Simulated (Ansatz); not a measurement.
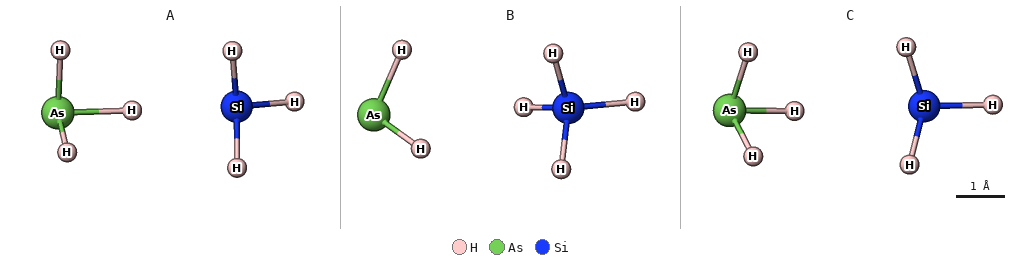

Three geometries of SiAsH6 (multiplicity 2): a saddle point and the two minima that it joins, in shuffled order. A ball-and-stick model, seen face on. Sticks join atoms that are closer than about 1.2 times the sum of their covalent radii (a little more with hydrogen).

Stationary points at PBE0-D4/def2-TZVP, single-point energies with CCSD(T)/CBS, BLYP-D4, wB97M-V, B3LYP-D4, RPA@PBE, r2SCAN-D4 (def2-TZVPP where no basis is named; Ansatz 0.2.0). The energies are electronic, without zero-point or thermal terms, and both ends are the minima reached downhill from the saddle, with any fragments still in contact. CCSD(T)/CBS stands for a frozen-core estimate: MP2 correlation extrapolated from def2-TZVPP and def2-QZVPP, CCSD(T) minus MP2 from the smaller set.

Identify the saddle point and describe the reaction.

Answer. Frame A is the saddle point. Counted by bonded pieces, C holds AsH₃ + SiH₃ and B holds AsH₂ + SiH₄. From C over the saddle to B, a bond forms: H–Si (2.80 → 2.25 → 1.49 Å). A bond breaks: As–H (1.53 → 1.57 → 3.45 Å). The saddle has one imaginary mode, 113i cm⁻¹. With CCSD(T)/CBS the barrier is 8.6 kJ/mol from C and 79.3 kJ/mol from B, and B lies 70.7 kJ/mol below C. By Pauling bond orders of the changing bonds the saddle lies closer to C, the higher end, as Hammond's postulate suggests.

```csv
level,barrier from C (kJ/mol),barrier from B (kJ/mol),B less C (kJ/mol)
CCSD(T)/CBS,8.6,79.3,−70.7
BLYP-D4,−3.0,59.0,−62.0
wB97M-V,6.4,84.9,−78.6
B3LYP-D4,0.9,68.5,−67.6
RPA@PBE,11.1,81.3,−70.2
r2SCAN-D4,−0.2,59.5,−59.6
```

Against CCSD(T)/CBS, wB97M-V comes closest on the barrier from C (−2.3 kJ/mol) and BLYP-D4 misses most (−11.7 kJ/mol).

Limits of the set-up: the start holds two separate molecules, 2.8 Å apart at their closest, whose relative position is a soft coordinate.
